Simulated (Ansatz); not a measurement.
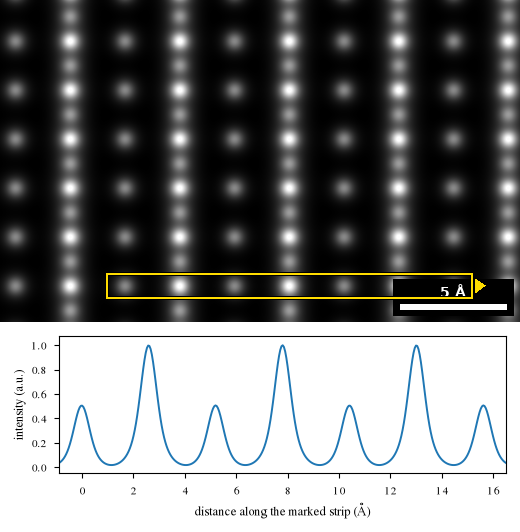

iDPC-like image of MnBr₃ (Pm-3m, No. 221) along [210]. Simulated as the projected potential of neutral atoms (B = 0.5 Å²) blurred by a 0.50 Å probe, the thin-sample limit of integrated differential phase contrast. Atomic positions: a calculation's starting geometry; the starting structure was generated, so it need not be a known form of this composition.

```cif
data_structure
_symmetry_space_group_name_H-M 'Pm-3m'
_symmetry_Int_Tables_number 221
_cell_length_a 5.2100
_cell_length_b 5.2100
_cell_length_c 5.2100
_cell_angle_alpha 90.000
_cell_angle_beta 90.000
_cell_angle_gamma 90.000
_cell_volume 141.42
loop_
_atom_site_label
_atom_site_type_symbol
_atom_site_symmetry_multiplicity
_atom_site_Wyckoff_symbol
_atom_site_fract_x
_atom_site_fract_y
_atom_site_fract_z
_atom_site_occupancy
Mn1 Mn 1 a 0.00000 0.00000 0.00000 1
Br1 Br 3 d 0.50000 0.00000 0.00000 1
```

The curve is the intensity along the marked strip, in the direction of its arrowhead, with zero distance at the first column. Brightness is counted from the darkest point of the image.

> Assign the peaks of the line profile.

```json
{"position (Å)": "0.0", "atoms per repeat along the beam": "1 Br", "height (% of the highest)": "50"}
{"position (Å)": "2.6", "atoms per repeat along the beam": "1 Br + 1 Mn", "height (% of the highest)": "100"}
{"position (Å)": "5.2", "atoms per repeat along the beam": "1 Br", "height (% of the highest)": "50"}
{"position (Å)": "7.8", "atoms per repeat along the beam": "1 Br + 1 Mn", "height (% of the highest)": "100"}
{"position (Å)": "10.4", "atoms per repeat along the beam": "1 Br", "height (% of the highest)": "50"}
{"position (Å)": "13.0", "atoms per repeat along the beam": "1 Br + 1 Mn", "height (% of the highest)": "100"}
{"position (Å)": "15.6", "atoms per repeat along the beam": "1 Br", "height (% of the highest)": "50"}
```
